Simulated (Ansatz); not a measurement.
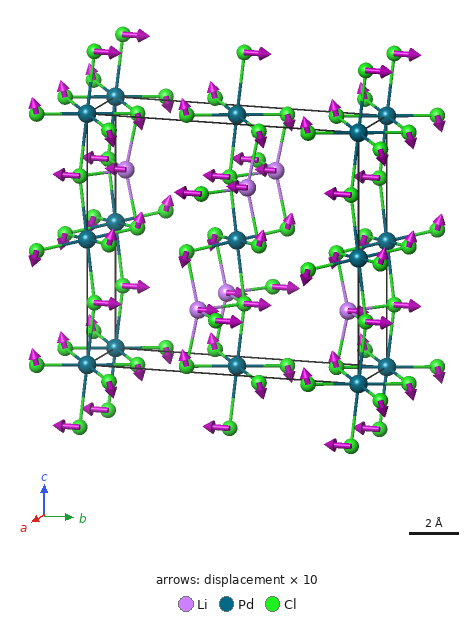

This is a relaxation of crystalline LiPdCl₃ (built on the NaFeF3-63 type type). The starting structure is drawn; purple arrows show the displacements (the part carried along by the change of the cell is left out), magnified 10 times.

Style: ball-and-stick. Shown: the conventional cell (2 times the calculation's cell), slightly off an axis. Lengths and directions refer to the drawn axes.

All numbers below come from DFT, r2SCAN+rVV10, plane waves, PAW in Ansatz.

Input file:
```yaml
crystal:
  lattice:
    - [1.8058350198, -5.9114102129, 0.0]
    - [1.8058350198, 5.9114102129, 0.0]
    - [0.0, 0.0, 10.5752620637]
  atoms:
    - { symbol: Li, position: [0.4097457685, 0.5902542315, 0.75] }
    - { symbol: Li, position: [0.5902542315, 0.4097457685, 0.25] }
    - { symbol: Pd, position: [0.0, 0.0, 0.0] }
    - { symbol: Pd, position: [0.0, 0.0, 0.5] }
    - { symbol: Cl, position: [1.0272384141, -0.0272384141, 0.75] }
    - { symbol: Cl, position: [-0.0272384141, 1.0272384141, 0.25] }
    - { symbol: Cl, position: [0.3667717178, 0.6332282822, -0.0226284789] }
    - { symbol: Cl, position: [0.6332282822, 0.3667717178, 1.0226284789] }
    - { symbol: Cl, position: [0.3667717178, 0.6332282822, 0.5226284789] }
    - { symbol: Cl, position: [0.6332282822, 0.3667717178, 0.4773715211] }
kpoints:
  mp_grid: { grid: [6, 6, 2] }
hamiltonian:
  xc: r2scan
  dispersion: rvv10
scf:
  occupations: { method: fermi_dirac, width: 0.03 }
relax:
  f_tol: 0.01
  cell: {}
  max_steps: 120
```

Command:
```bash
ansatz run input.yaml --threads 4 --pin off --max-ram 4608MiB --backend cpu --events-out ev --progress --plain --runs-dir out
```

### Describe the change and its energy.

The largest moves relative to the cell, 0.12 Å, are those of Cl5 and Cl6. Cl5 goes along −b. By element the largest moves are Cl 0.12 Å, Li 0.09 Å. Pd stays in place. The volume changes by +0.3 %, with a 3.612 → 3.621 Å (+0.3 %), b 11.823 → 11.757 Å (−0.6 %), c 10.575 → 10.641 Å (+0.6 %). Near-neighbour distances that change, for instance: Pd3–Cl5 2.663 → 2.696 Å, Li1–Cl7 2.458 → 2.428 Å, Pd3–Cl7 2.408 → 2.427 Å, Li1–Cl5 2.278 → 2.294 Å. Bond angles that change, for instance: Cl7–Li1–Cl9 156.1° → 150.5°, Pd3–Cl5–Pd4 166.1° → 161.2°. The space group stays Cmcm (No. 63). Over 5 accepted moves (6 points after the start) the energy falls by 26.2 meV per cell of the calculation. Largest force component: 0.27 eV/Å at the start, 0.0018 eV/Å at the end. The pressure goes from 1.01 to 0.00 GPa. The SCF was repeated once at an unchanged geometry on a basis and grid sized afresh for the cell, which shifted the energy by 0.2 meV per cell of the calculation at most.
